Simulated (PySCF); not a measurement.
**O⁴⁺, O⁵⁺: ionisation energy in even-tempered 20s9p6d5f5g**

Wanted: the ionisation energy of oxygen, up a ladder of methods.

Program: PySCF 2.14.0. Level of theory: unrestricted determinants in a Gaussian basis, no spin-orbit coupling in the energies. These are calculated values, not measurements, unless marked.

## (1) What is computed

| Quantity | Value |
| --- | --- |
| Element | oxygen (Z = 8) |
| Basis | an uncontracted even-tempered set (20 s from 0.3 bohr⁻², ratio 2.2; 9 p from 0.53 bohr⁻², ratio 2.4; 6 d from 1.6 bohr⁻², ratio 2.4; 5 f from 2.4 bohr⁻², ratio 2.4; 5 g from 3.6 bohr⁻², ratio 2.4) |
| Hamiltonian | the spin-free X2C one-electron Hamiltonian (Gaussian nucleus) |
| State 1 | O⁴⁺: [He] 2s2, closed-shell 1S |
| State 2 | O⁵⁺: [He] 2s1, 2S determinant |
| Methods | UHF, LDA, PBE, PBE0, r2SCAN, M06, PW91, MP2 |
| Core shells frozen in the correlated runs | all electrons: nothing (for O⁴⁺) |

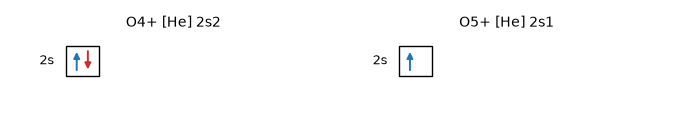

Outer shells as boxes.

One driver process ran all states and methods and kept the integrals in memory. Each run is shown as a PySCF script that sums up its settings (the driver passes frozen orbitals as a list and adds second-order terms of double hybrids); the logs are those of the runs themselves. The driver starts from symmetry-adapted Hartree-Fock orbitals, holds the occupation by maximum overlap and uses a logarithmic radial grid for functionals, so a plain start would take other cycles.

The integrals over 157 functions and the set-up took 1.6 s of CPU time.

## (2) O⁴⁺

UHF:

input.py

```python
from pyscf import gto, scf, dft, mp, cc
mol = gto.M(atom="O 0 0 0", charge=4, spin=0, symmetry="D2h",
            basis=gto.etbs([(0, 20, 0.3, 2.2), (1, 9, 0.53, 2.4), (2, 6, 1.6, 2.4), (3, 5, 2.4, 2.4), (4, 5, 3.6, 2.4)]),
            nucmod="G")
mf = scf.UHF(mol).sfx2c1e()
mf.irrep_nelec = {'Ag': (2, 2)}
mf.kernel()
```

What it wrote:

```text
damping factor = 0
level_shift factor = 0
DIIS = <class 'pyscf.scf.diis.CDIIS'>
diis_start_cycle = 1
diis_space = 10
diis_damp = 0
SCF conv_tol = 1e-09
SCF conv_tol_grad = None
number electrons alpha = 2  beta = 2
cycle= 1 E= -68.3109779247632  delta_E= -1.05e-11  |g|= 7.06e-07  |ddm|= 8.11e-06
converged SCF energy = -68.3109779247632  <S^2> = -5.3290705e-15  2S+1 = 1
```

CPU time 6.2 s on a shared host, the integrals not counted.

Orbital energies by shell (radii are means over both spins):

| shell | electrons | mean orbital energy (eV) | spread (eV) | rms radius (bohr) |
| --- | --- | --- | --- | --- |
| 1s | 2 | -669.61 | 0 | 0.228 |
| 2s | 2 | -111.41 | 0 | 1.01 |

⟨S²⟩ = 0.000, ⟨L²⟩ = 0.00.

LDA:

input.py, as changed from the run before:

```diff
@@ -4,3 +4,3 @@
             nucmod="G")
-mf = scf.UHF(mol).sfx2c1e()
+mf = dft.UKS(mol, xc="LDA,VWN").sfx2c1e()
 mf.irrep_nelec = {'Ag': (2, 2)}
```

What it wrote:

```text
damping factor = 0
level_shift factor = 0
DIIS = <class 'pyscf.scf.diis.CDIIS'>
diis_start_cycle = 1
diis_space = 10
diis_damp = 0
SCF conv_tol = 1e-09
SCF conv_tol_grad = None
number electrons alpha = 2  beta = 2
XC functionals = LDA,VWN
    P. A. M. Dirac.,  Math. Proc. Cambridge Philos. Soc. 26, 376 (1930)
    F. Bloch.,  Z. Phys. 57, 545 (1929)
    S. H. Vosko, L. Wilk, and M. Nusair.,  Can. J. Phys. 58, 1200 (1980)
cycle= 1 E= -67.8639639636332  delta_E= -0.00452  |g|= 0.0257  |ddm|= 0.027
cycle= 2 E= -67.8639796192439  delta_E= -1.57e-05  |g|= 0.00218  |ddm|= 0.00198
cycle= 3 E= -67.8639797815822  delta_E= -1.62e-07  |g|= 3.17e-05  |ddm|= 0.000273
cycle= 4 E= -67.8639797816739  delta_E= -9.18e-11  |g|= 1.66e-07  |ddm|= 8.98e-06
converged SCF energy = -67.8639797816739  <S^2> = -1.7763568e-15  2S+1 = 1
```

It used 0.6 s of CPU time after the integrals (shared host).

PBE:

input.py, as changed from the run before:

```diff
@@ -4,3 +4,3 @@
             nucmod="G")
-mf = dft.UKS(mol, xc="LDA,VWN").sfx2c1e()
+mf = dft.UKS(mol, xc="PBE").sfx2c1e()
 mf.irrep_nelec = {'Ag': (2, 2)}
```

What it wrote:

```text
damping factor = 0
level_shift factor = 0
DIIS = <class 'pyscf.scf.diis.CDIIS'>
diis_start_cycle = 1
diis_space = 10
diis_damp = 0
SCF conv_tol = 1e-09
SCF conv_tol_grad = None
number electrons alpha = 2  beta = 2
XC functionals = PBE
    J. P. Perdew, K. Burke, and M. Ernzerhof.,  Phys. Rev. Lett. 77, 3865 (1996)
    J. P. Perdew, K. Burke, and M. Ernzerhof.,  Phys. Rev. Lett. 78, 1396 (1997)
    J. P. Perdew, K. Burke, and M. Ernzerhof.,  Phys. Rev. Lett. 77, 3865 (1996)
    J. P. Perdew, K. Burke, and M. Ernzerhof.,  Phys. Rev. Lett. 78, 1396 (1997)
cycle= 1 E= -68.3551378868413  delta_E= -0.00252  |g|= 0.0073  |ddm|= 0.0602
cycle= 2 E= -68.3551388748035  delta_E= -9.88e-07  |g|= 0.000405  |ddm|= 0.000977
cycle= 3 E= -68.3551388780354  delta_E= -3.23e-09  |g|= 8.29e-06  |ddm|= 1.9e-05
cycle= 4 E= -68.3551388780395  delta_E= -4.14e-12  |g|= 4.41e-07  |ddm|= 2.86e-06
converged SCF energy = -68.3551388780395  <S^2> = -3.5527137e-15  2S+1 = 1
```

It used 0.65 s of CPU time after the integrals (shared host).

PBE0:

input.py, as changed from the run before:

```diff
@@ -4,3 +4,3 @@
             nucmod="G")
-mf = dft.UKS(mol, xc="PBE").sfx2c1e()
+mf = dft.UKS(mol, xc="PBE0").sfx2c1e()
 mf.irrep_nelec = {'Ag': (2, 2)}
```

What it wrote:

```text
damping factor = 0
level_shift factor = 0
DIIS = <class 'pyscf.scf.diis.CDIIS'>
diis_start_cycle = 1
diis_space = 10
diis_damp = 0
SCF conv_tol = 1e-09
SCF conv_tol_grad = None
number electrons alpha = 2  beta = 2
XC functionals = PBE0
    C. Adamo and V. Barone.,  J. Chem. Phys. 110, 6158 (1999)
    M. Ernzerhof and G. E. Scuseria.,  J. Chem. Phys. 110, 5029 (1999)
cycle= 1 E= -68.3688218315227  delta_E= -0.00138  |g|= 0.00483  |ddm|= 0.0497
cycle= 2 E= -68.3688221049154  delta_E= -2.73e-07  |g|= 0.000131  |ddm|= 0.000938
cycle= 3 E= -68.3688221054473  delta_E= -5.32e-10  |g|= 6.11e-06  |ddm|= 1.52e-05
converged SCF energy = -68.3688221054473  <S^2> = -2.6645353e-15  2S+1 = 1
```

It used 3.4 s of CPU time after the integrals (shared host).

r2SCAN:

input.py, as changed from the run before:

```diff
@@ -4,3 +4,3 @@
             nucmod="G")
-mf = dft.UKS(mol, xc="PBE0").sfx2c1e()
+mf = dft.UKS(mol, xc="R2SCAN").sfx2c1e()
 mf.irrep_nelec = {'Ag': (2, 2)}
```

What it wrote:

```text
damping factor = 0
level_shift factor = 0
DIIS = <class 'pyscf.scf.diis.CDIIS'>
diis_start_cycle = 1
diis_space = 10
diis_damp = 0
SCF conv_tol = 1e-09
SCF conv_tol_grad = None
number electrons alpha = 2  beta = 2
XC functionals = R2SCAN
    J. W. Furness, A. D. Kaplan, J. Ning, J. P. Perdew, and J. Sun.,  J. Phys. Chem. Lett. 11, 8208-8215 (2020)
    J. W. Furness, A. D. Kaplan, J. Ning, J. P. Perdew, and J. Sun.,  J. Phys. Chem. Lett. 11, 9248-9248 (2020)
    J. W. Furness, A. D. Kaplan, J. Ning, J. P. Perdew, and J. Sun.,  J. Phys. Chem. Lett. 11, 8208-8215 (2020)
    J. W. Furness, A. D. Kaplan, J. Ning, J. P. Perdew, and J. Sun.,  J. Phys. Chem. Lett. 11, 9248-9248 (2020)
cycle= 1 E= -68.3869657257512  delta_E= -0.00102  |g|= 0.00499  |ddm|= 0.0365
cycle= 2 E= -68.3869664208179  delta_E= -6.95e-07  |g|= 0.000213  |ddm|= 0.00142
cycle= 3 E= -68.3869664248683  delta_E= -4.05e-09  |g|= 1.84e-05  |ddm|= 0.000166
cycle= 4 E= -68.3869664249037  delta_E= -3.53e-11  |g|= 8.71e-07  |ddm|= 2.08e-05
converged SCF energy = -68.3869664249037  <S^2> = -4.4408921e-15  2S+1 = 1
```

CPU time 1.5 s on a shared host, the integrals not counted.

M06:

input.py, as changed from the run before:

```diff
@@ -4,3 +4,3 @@
             nucmod="G")
-mf = dft.UKS(mol, xc="R2SCAN").sfx2c1e()
+mf = dft.UKS(mol, xc="M06").sfx2c1e()
 mf.irrep_nelec = {'Ag': (2, 2)}
```

What it wrote:

```text
damping factor = 0
level_shift factor = 0
DIIS = <class 'pyscf.scf.diis.CDIIS'>
diis_start_cycle = 1
diis_space = 10
diis_damp = 0
SCF conv_tol = 1e-09
SCF conv_tol_grad = None
number electrons alpha = 2  beta = 2
XC functionals = M06
    Y. Zhao and D. G. Truhlar.,  Theor. Chem. Acc. 120, 215 (2008)
    Y. Zhao and D. G. Truhlar.,  Theor. Chem. Acc. 120, 215 (2008)
cycle= 1 E= -68.4141378675549  delta_E= -0.00367  |g|= 0.358  |ddm|= 0.0425
cycle= 2 E= -68.4141541369108  delta_E= -1.63e-05  |g|= 0.0605  |ddm|= 0.00979
cycle= 3 E= -68.414154504312  delta_E= -3.67e-07  |g|= 0.0176  |ddm|= 0.000287
cycle= 4 E= -68.4141545110756  delta_E= -6.76e-09  |g|= 0.00346  |ddm|= 4.91e-05
cycle= 5 E= -68.4141545114294  delta_E= -3.54e-10  |g|= 0.000501  |ddm|= 1.38e-05
cycle= 6 E= -68.4141545114396  delta_E= -1.02e-11  |g|= 0.000116  |ddm|= 2.37e-06
cycle= 7 E= -68.41415451144  delta_E= -3.55e-13  |g|= 1.43e-05  |ddm|= 1.11e-06
converged SCF energy = -68.41415451144  <S^2> = -1.7763568e-15  2S+1 = 1
```

CPU time 8.1 s on a shared host, the integrals not counted.

PW91:

input.py, as changed from the run before:

```diff
@@ -4,3 +4,3 @@
             nucmod="G")
-mf = dft.UKS(mol, xc="M06").sfx2c1e()
+mf = dft.UKS(mol, xc="PW91,PW91").sfx2c1e()
 mf.irrep_nelec = {'Ag': (2, 2)}
```

What it wrote:

```text
damping factor = 0
level_shift factor = 0
DIIS = <class 'pyscf.scf.diis.CDIIS'>
diis_start_cycle = 1
diis_space = 10
diis_damp = 0
SCF conv_tol = 1e-09
SCF conv_tol_grad = None
number electrons alpha = 2  beta = 2
XC functionals = PW91,PW91
    J. P. Perdew. In P. Ziesche and H. Eschrig, editors, Proceedings of the 75. WE-Heraeus-Seminar and 21st Annual International Symposium on Electronic Structure of Solids, 11. Berlin, 1991. Akademie Verlag.
    J. P. Perdew, J. A. Chevary, S. H. Vosko, K. A. Jackson, M. R. Pederson, D. J. Singh, and C. Fiolhais.,  Phys. Rev. B 46, 6671 (1992)
    J. P. Perdew, J. A. Chevary, S. H. Vosko, K. A. Jackson, M. R. Pederson, D. J. Singh, and C. Fiolhais.,  Phys. Rev. B 48, 4978 (1993)
    J. P. Perdew. In P. Ziesche and H. Eschrig, editors, Proceedings of the 75. WE-Heraeus-Seminar and 21st Annual International Symposium on Electronic Structure of Solids, 11. Berlin, 1991. Akademie Verlag.
    J. P. Perdew, J. A. Chevary, S. H. Vosko, K. A. Jackson, M. R. Pederson, D. J. Singh, and C. Fiolhais.,  Phys. Rev. B 46, 6671 (1992)
    J. P. Perdew, J. A. Chevary, S. H. Vosko, K. A. Jackson, M. R. Pederson, D. J. Singh, and C. Fiolhais.,  Phys. Rev. B 48, 4978 (1993)
cycle= 1 E= -68.3907254603303  delta_E= -0.00252  |g|= 0.00611  |ddm|= 0.0726
cycle= 2 E= -68.3907263062994  delta_E= -8.46e-07  |g|= 0.000301  |ddm|= 0.00124
cycle= 3 E= -68.3907263081672  delta_E= -1.87e-09  |g|= 4.84e-06  |ddm|= 5.63e-05
cycle= 4 E= -68.3907263081682  delta_E= -9.38e-13  |g|= 3.06e-07  |ddm|= 2.54e-06
converged SCF energy = -68.3907263081682  <S^2> = -2.6645353e-15  2S+1 = 1
```

CPU time 0.65 s on a shared host, the integrals not counted.

MP2 (all electrons):

input.py, as changed from the run before:

```diff
@@ -4,4 +4,5 @@
             nucmod="G")
-mf = dft.UKS(mol, xc="PW91,PW91").sfx2c1e()
+mf = scf.UHF(mol).sfx2c1e()
 mf.irrep_nelec = {'Ag': (2, 2)}
 mf.kernel()
+mp.UMP2(mf, frozen=0).kernel()
```

No log was kept for this step.

CPU time 2.9 s on a shared host, the integrals not counted.

With 4 electrons correlated, the MP2 correlation energy is -0.11228 hartree (-0.00285 same spin, -0.10943 opposite spin); the SCS form gives -0.13227. Largest pairs of shells: 2s-2s -0.0604, 1s-1s -0.0407, 1s-2s -0.0111.

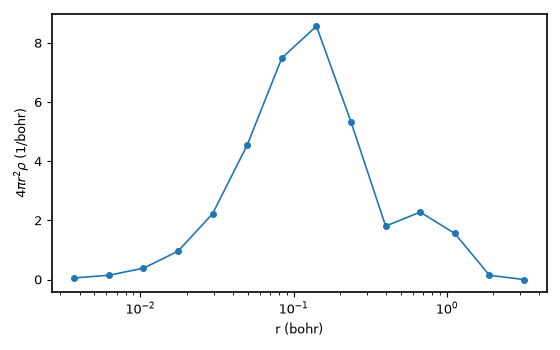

Radial density 4πr²ρ of O⁴⁺ at UHF, at 14 stored radii joined by straight lines.

(Part 1 of 2 ends here.)
